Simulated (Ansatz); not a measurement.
**Hypothetical diamond Bi: pressure series**

Base system: Bi in the diamond structure (space group Fd-3m, No. 227; a = 7.1646 Å; a hypothetical phase, not in the database extracts checked).

Cell and atoms are relaxed at each pressure.

Computed with PBEsol (Ansatz, a first-principles code, PAW, no SOC).

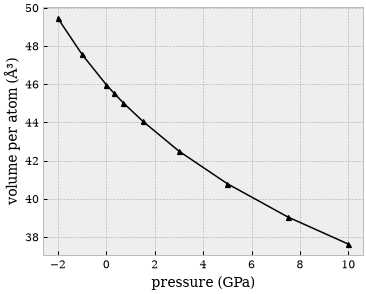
Figure. Volume per atom against pressure

| pressure (GPa) | volume per atom |
|---|---|
| -2 | 49.45 Å³ |
| -1 | 47.56 Å³ |
| 0.3 | 45.55 Å³ |
| 0.7 | 45.03 Å³ |
| 1.5 | 44.07 Å³ |
| 3 | 42.50 Å³ |
| 5 | 40.79 Å³ |
| 7.5 | 39.05 Å³ |
| 10 | 37.63 Å³ |

Load acts through the strain it causes; cell and atoms are relaxed under it. No phonon test of stability was made. No other phases were tried under pressure.
